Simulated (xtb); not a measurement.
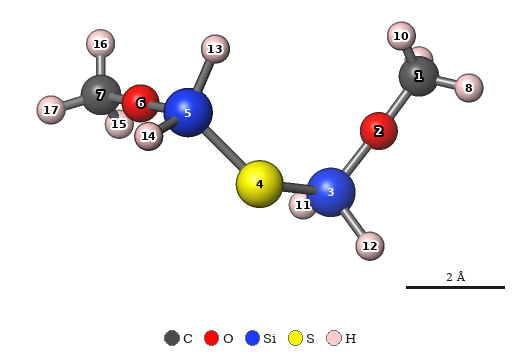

The input geometry (ball-and-stick view, seen at a tilt; atoms are numbered from 1 in the order of the input). Bond lengths as drawn: C–H 1.10 Å, C–O 1.40 Å, H–Si 1.45 Å, O–Si 1.61 Å and S–Si 2.09 Å.

# Frequency calculation, with input and output: C$_{2}$H$_{10}$O$_{2}$SSi$_{2}$ (part 1 of 2)

The run: frequency calculation of C$_{2}$H$_{10}$O$_{2}$SSi$_{2}$. Method and program: GFN1-xTB (xtb 6.7.1).

The geometry was optimised with GFN1-xTB.

### The program's output
```
* xtb version 6.7.1
   ID    Z sym.   atoms
    1    6 c      1, 7
    2    8 o      2, 6
    3   14 si     3, 5
    4   16 s      4
    5    1 h      8-17

           -------------------------------------------------
          |                Calculation Setup                |
           -------------------------------------------------

          program call               : xtb -I input.inp --hess --gfn1 --parallel 1 -- coord
          coordinate file            : coord
          omp threads                :                     1

########################################################################
[WARNING] Please study the warnings concerning your input carefully
-1- prog_main_parseArguments: The use of '--gfn1' is discouraged, please use '--gfn 1' next time
########################################################################

           -------------------------------------------------
          |                 G F N 1 - x T B                 |
           -------------------------------------------------

      * Hamiltonian:
        H0-scaling (s, p, d)           1.850000    2.250000    2.000000
        zeta-weighting                 0.000000
      * Dispersion:
        s8                             2.400000
        a1                             0.630000
        a2                             5.000000
        s9                             0.000000
      * Repulsion:
        kExp                           1.500000
        rExp                           1.000000
      * Coulomb:
        alpha                          2.000000
        third order                    atomic
        anisotropic                    false
      * Halogen bond correction:
        rad-scale                      1.300000
        damping                        0.440000

          ...................................................
          :                      SETUP                      :
          :.................................................:
          :  # basis functions                  66          :
          :  # atomic orbitals                  63          :
          :  # shells                           37          :
          :  # electrons                        44          :
          :  # halogen bonds                     0          :
          :  max. iterations                   250          :
          :  Hamiltonian                  GFN1-xTB          :
          :  restarted?                      false          :
          :  GBSA solvation                  false          :
          :  PC potential                    false          :
          :  electronic temp.          300.0000000     K    :
          :  accuracy                    1.0000000          :
          :  -> integral cutoff          0.2500000E+02      :
          :  -> integral neglect         0.1000000E-07      :
          :  -> SCF convergence          0.1000000E-05 Eh   :
          :  -> wf. convergence          0.2000000E-04 e    :
          :  Broyden damping             0.4000000          :
          :  net charge                          0          :
          :  unpaired electrons                  0          :
          ...................................................

 iter      E             dE          RMSdq      gap      omega  full diag
   1    -26.8689629 -0.268690E+02  0.718E+00    6.36       0.0  T
   2    -26.9180666 -0.491038E-01  0.421E+00    6.73       1.0  T
   3    -26.9148007  0.326592E-02  0.968E-01    6.25       1.0  T
   4    -26.9217344 -0.693365E-02  0.305E-01    6.66       1.0  T
   5    -26.9231171 -0.138279E-02  0.537E-02    6.54       1.0  T
   6    -26.9231160  0.112365E-05  0.399E-02    6.54       1.0  T
   7    -26.9231319 -0.158972E-04  0.822E-03    6.54       3.0  T
   8    -26.9231326 -0.632109E-06  0.228E-03    6.54      10.7  T
   9    -26.9231326 -0.592398E-07  0.313E-04    6.54      77.4  T
  10    -26.9231326 -0.694737E-09  0.203E-05    6.54    1197.3  T
  11    -26.9231326 -0.460432E-11  0.990E-06    6.54    2448.9  T

   *** convergence criteria satisfied after 11 iterations ***

         #    Occupation            Energy/Eh            Energy/eV
      -------------------------------------------------------------
         1        2.0000           -0.8202486             -22.3201
       ...           ...                  ...                  ...
        16        2.0000           -0.4823485             -13.1254
        17        2.0000           -0.4818482             -13.1118
        18        2.0000           -0.4374570             -11.9038
        19        2.0000           -0.4340752             -11.8118
        20        2.0000           -0.4221477             -11.4872
        21        2.0000           -0.4023419             -10.9483
        22        2.0000           -0.4002554             -10.8915 (HOMO)
        23                         -0.1597821              -4.3479 (LUMO)
        24                         -0.1519756              -4.1355
        25                         -0.1449600              -3.9446
        26                         -0.1430484              -3.8925
        27                         -0.1383136              -3.7637
       ...                                ...                  ...
        63                          1.5890981              43.2416
      -------------------------------------------------------------
                  HL-Gap            0.2404733 Eh            6.5436 eV
             Fermi-level           -0.2800187 Eh           -7.6197 eV

 SCC (total)                   0 d,  0 h,  0 min,  0.064 sec
 SCC setup                      ...        0 min,  0.000 sec (  0.486%)
 Dispersion                     ...        0 min,  0.000 sec (  0.225%)
 classical contributions        ...        0 min,  0.000 sec (  0.094%)
 integral evaluation            ...        0 min,  0.015 sec ( 23.113%)
 iterations                     ...        0 min,  0.018 sec ( 27.483%)
 molecular gradient             ...        0 min,  0.031 sec ( 47.706%)
 printout                       ...        0 min,  0.001 sec (  0.838%)

         :::::::::::::::::::::::::::::::::::::::::::::::::::::
         ::                     SUMMARY                     ::
         :::::::::::::::::::::::::::::::::::::::::::::::::::::
         :: total energy             -26.710079936491 Eh    ::
         :: gradient norm              0.000167805041 Eh/a0 ::
         :: HOMO-LUMO gap              6.543610409780 eV    ::
         ::.................................................::
         :: SCC energy               -26.923132614689 Eh    ::
         :: -> electrostatic           0.066954206202 Eh    ::
         :: repulsion energy           0.219770620326 Eh    ::
         :: dispersion energy         -0.006717942128 Eh    ::
         :: halogen bond corr.         0.000000000000 Eh    ::
         :: add. restraining           0.000000000000 Eh    ::
         :: total charge               0.000000000000 e     ::
         :::::::::::::::::::::::::::::::::::::::::::::::::::::

           -------------------------------------------------
          |                Numerical Hessian                |
           -------------------------------------------------
step length          :   0.00020
SCC accuracy         :   0.30000
Hessian scale factor :   1.00000
frozen atoms in %    :   0.00000    0
RMS gradient         :   0.00017
estimated CPU  time      0.09 min

writing file <hessian>.

 projected vibrational frequencies (cm⁻¹)
eigval :       -0.00    -0.00    -0.00     0.00     0.00     0.00
eigval :       13.08    24.64    47.64    58.08    59.35   109.35
eigval :      115.43   160.25   162.55   235.24   236.47   478.45
eigval :      531.12   556.47   621.33   686.10   687.03   696.07
eigval :      711.30   802.35   827.60   871.92   879.71  1185.85
eigval :     1185.90  1186.08  1186.20  1280.67  1289.59  1447.66
eigval :     1447.79  1476.52  1476.55  1477.43  1477.45  2206.34
eigval :     2207.17  2223.90  2224.31  2990.07  2990.73  3020.57
eigval :     3020.71  3022.72  3022.92
           -------------------------------------------------
          |                Property Printout                |
           -------------------------------------------------

    * Orbital Energies and Occupations

         #    Occupation            Energy/Eh            Energy/eV
      -------------------------------------------------------------
         1        2.0000           -0.8202486             -22.3201
       ...           ...                  ...                  ...
        10        2.0000           -0.5816666             -15.8280
        11        2.0000           -0.5814069             -15.8209
        12        2.0000           -0.5383996             -14.6506
        13        2.0000           -0.5173550             -14.0779
        14        2.0000           -0.4851078             -13.2005
        15        2.0000           -0.4846344             -13.1876
        16        2.0000           -0.4823486             -13.1254
        17        2.0000           -0.4818483             -13.1118
        18        2.0000           -0.4374570             -11.9038
        19        2.0000           -0.4340752             -11.8118
        20        2.0000           -0.4221477             -11.4872
        21        2.0000           -0.4023419             -10.9483
        22        2.0000           -0.4002553             -10.8915 (HOMO)
        23                         -0.1597821              -4.3479 (LUMO)
        24                         -0.1519757              -4.1355
        25                         -0.1449601              -3.9446
        26                         -0.1430485              -3.8925
        27                         -0.1383136              -3.7637
        28                         -0.0877376              -2.3875
        29                         -0.0844163              -2.2971
        30                         -0.0764748              -2.0810
        31                         -0.0732707              -1.9938
        32                         -0.0729555              -1.9852
        33                         -0.0724263              -1.9708
       ...                                ...                  ...
        63                          1.5890981              43.2416
      -------------------------------------------------------------
                  HL-Gap            0.2404732 Eh            6.5436 eV
             Fermi-level           -0.2800187 Eh           -7.6197 eV

  Mulliken/CM5 charges         n(s)   n(p)   n(d)
     1c     0.18208  0.06544   0.964  2.854  0.000
     2o    -0.39596 -0.46246   1.619  4.777  0.000
     3si    0.37587  0.17138   1.096  1.580  0.948
     4s    -0.17768 -0.12596   1.856  4.331 -0.009
     5si    0.37594  0.17146   1.096  1.580  0.948
     6o    -0.39597 -0.46247   1.619  4.777  0.000
     7c     0.18208  0.06545   0.964  2.853  0.000
     8h     0.02564  0.08427   0.974  0.000  0.000
     9h     0.02503  0.08363   0.975  0.000  0.000
    10h     0.02765  0.08635   0.972  0.000  0.000
    11h    -0.07586  0.01684   1.076  0.000  0.000
    12h    -0.07565  0.01748   1.076  0.000  0.000
    13h    -0.07587  0.01684   1.076  0.000  0.000
    14h    -0.07565  0.01747   1.076  0.000  0.000
    15h     0.02768  0.08638   0.972  0.000  0.000
    16h     0.02503  0.08363   0.975  0.000  0.000
    17h     0.02564  0.08427   0.974  0.000  0.000

Wiberg/Mayer (AO) data.
largest (>0.10) Wiberg bond orders for each atom

 ---------------------------------------------------------------------------
     #   Z sym  total        # sym  WBO       # sym  WBO       # sym  WBO
 ---------------------------------------------------------------------------
     1   6 c    3.909 --     9 h    0.985     8 h    0.985    10 h    0.985
                             2 o    0.923
     2   8 o    2.385 --     3 si   1.398     1 c    0.923
     3  14 si   4.702 --     2 o    1.398     4 s    1.229    11 h    0.936
                            12 h    0.935     5 si   0.143
     4  16 s    2.555 --     3 si   1.229     5 si   1.228
     5  14 si   4.701 --     6 o    1.398     4 s    1.228    13 h    0.936
Molecule has the following symmetry elements: (C2)
It seems to be the C2 point group
                            14 h    0.935     3 si   0.143
     6   8 o    2.385 --     5 si   1.398     7 c    0.923
     7   6 c    3.909 --    16 h    0.985    17 h    0.985    15 h    0.985
                             6 o    0.923
     8   1 h    1.009 --     1 c    0.985
     9   1 h    1.009 --     1 c    0.985
    10   1 h    1.009 --     1 c    0.985
    11   1 h    0.991 --     3 si   0.936
    12   1 h    0.991 --     3 si   0.935
    13   1 h    0.991 --     5 si   0.936
    14   1 h    0.991 --     5 si   0.935
    15   1 h    1.009 --     7 c    0.985
    16   1 h    1.009 --     7 c    0.985
    17   1 h    1.009 --     7 c    0.985
 ---------------------------------------------------------------------------

Topologies differ in total number of bonds
Writing topology from bond orders to xtbtopo.mol
```
